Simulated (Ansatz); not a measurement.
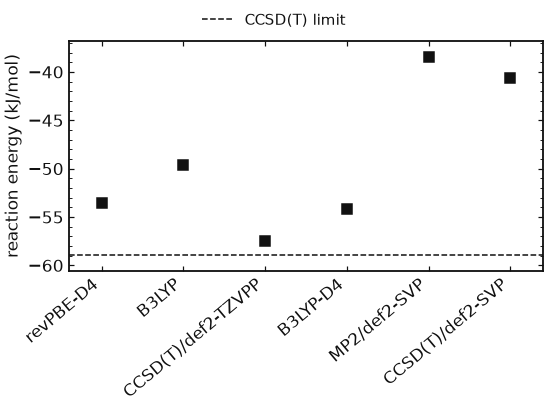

Electronic reaction energy of InF₃ ([F][In]([F])[F]) + H₂S (S) → InHSF₂ ([F][In]([F])[SH]) + HF (F) (SMILES in brackets) at several levels (functionals in def2-TZVPP unless a basis is named), isolated molecules at PBE0-D4 triple-zeta geometries, minima by their frequencies, no zero-point or thermal terms, the Ansatz code. The line is frozen-core CCSD(T) at the basis limit (MP2 extrapolated from triple and quadruple zeta, plus CCSD(T) less MP2 in a smaller set). No dispersion term is added to B3LYP. The distance of CCSD(T)/def2-TZVPP, MP2/def2-SVP and CCSD(T)/def2-SVP to the limit includes basis error. Core potentials past Kr.

Which level comes closest to the line (CCSD(T) limit), and which misses most?

Answer. Closest CCSD(T)/def2-TZVPP (−57.5 kJ/mol), against −58.9 kJ/mol; farthest MP2/def2-SVP (−38.4 kJ/mol).

What range do the values span, the line included?

Answer. From −58.9 kJ/mol (CCSD(T) limit) to −38.4 kJ/mol (MP2/def2-SVP).

Note: outer-core shells are correlated without core-valence functions, which makes the correlated values less sure; spin-orbit coupling is left out, and with In it can shift these values.
